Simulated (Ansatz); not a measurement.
# Cl− with BF3: structure and interaction energy

How do Cl− and BF3 sit together, how strongly do they interact, and which methods get it right?

Computed with Ansatz 0.2.0, Gaussian basis. Level: PBE0-D4 structure, single points in def2-TZVPPD.

Levels: PBE-D4, revPBE-D4, BLYP-D4, r2SCAN-D4, B97M-V, PBE0-D4, B3LYP-D4, HSE06-D4, wB97X-V, wB97M-V, B2PLYP, Hartree-Fock, MP2, CCSD, CCSD(T). The reference is CCSD(T) extrapolated to the basis limit.

Correlated methods freeze the cores. B3LYP uses VWN-RPA correlation. B2PLYP carries no dispersion term here.

163 further runs of the same task are left out: 163 set aside as unsound or not needed. Runs told in other sessions of the task aren't counted.

**1. Where the work starts**

The pair, from a GFN2-xTB docking trial: 5 atoms, charge -1, spin multiplicity 1.

Atoms are counted from 1 here; the program's logs count them from 0.

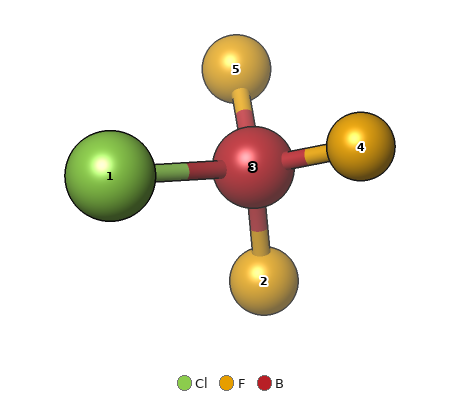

Start geometry, drawn with chlorine green, fluorine amber, boron red; atoms are numbered from 1 in the order of the file.

As a file:

| atom | x (Å) | y (Å) | z (Å) |
| --- | --- | --- | --- |
| Cl1 | -0.1664 | -0.0826 | -1.7715 |
| F2 | -0.6091 | 1.1502 | 0.5578 |
| B3 | 0.0135 | 0.0047 | 0.1075 |
| F4 | 1.3455 | 0.0339 | 0.4424 |
| F5 | -0.5835 | -1.1062 | 0.6639 |

Atoms 1 to 1 are fragment A (Cl−), the rest fragment B (BF3).

**2. A first relaxation in a small basis**

File pre/in.yaml:

```yaml
crystal:
  periodic: [false, false, false]
  atoms:
    - {symbol: Cl, position_ang: [-0.166400, -0.082600, -1.771500]}
    - {symbol: F, position_ang: [-0.609100, 1.150200, 0.557800]}
    - {symbol: B, position_ang: [0.013500, 0.004700, 0.107500]}
    - {symbol: F, position_ang: [1.345500, 0.033900, 0.442400]}
    - {symbol: F, position_ang: [-0.583500, -1.106200, 0.663900]}
basis:
  gaussian: {orbitals: def2-SVPD}
total_charge: -1
hamiltonian: {xc: pbe, dispersion: d4}
relax: {f_tol: 0.03, max_steps: 250}
```

The run is started by

```
> ansatz run in.yaml --threads 4 --pin off --events-out ev --progress --plain --max-ram 9574MiB
```

The runs that follow: Relaxation at PBE0-D4; wB97X-V/def2-TZVPPD; wB97M-V/def2-TZVPPD; B2PLYP/def2-TZVPPD; B97M-V/def2-TZVPPD; CCSD(T)/def2-TZVPPD; MP2/def2-QZVPPD; Hartree-Fock/STO-3G; SPW92/def2-SVP; wB97M-V/def2-SVP; CCSD(T)/def2-SVP; Vibrations of the pair.

**Question.** What will these runs give? Wanted: interaction energy, CCSD(T)/CBS; of it Hartree-Fock; D4 term of PBE0-D4; shortest contact; lowest wavenumber.

**Answer**, as computed:

| quantity | value |
| --- | --- |
| interaction energy, CCSD(T)/CBS | -3104 meV |
| of it Hartree-Fock (basis limit) | -2960 meV |
| D4 term of PBE0-D4 | -51 meV |
| shortest contact | Cl1–B3 1.95 Å |
| lowest wavenumber | 271 cm⁻¹ |

**Reading.** The pair is bound by 3104 meV at fixed fragment shapes. Hartree-Fock gives 95 % of it, so electrostatics, induction and charge transfer lead. HSE06-D4 is the best functional here (-21 meV from CCSD(T)/CBS); BLYP-D4 is the worst (+387 meV). Mean unsigned error by rung: GGA 284, meta-GGA 68, hybrid 95, screened hybrid 21, range-separated hybrid 52, double hybrid 187 meV. The double hybrids carry no dispersion term here, unlike the levels marked D4 or V. PBE-D4 gives an interaction energy 191 meV too high, an error of 6 % of the reference. CCSD(T) moves by -113 meV from triple zeta to the limit; gaps between functionals far smaller than that don't rank them. A lower arrangement may exist.
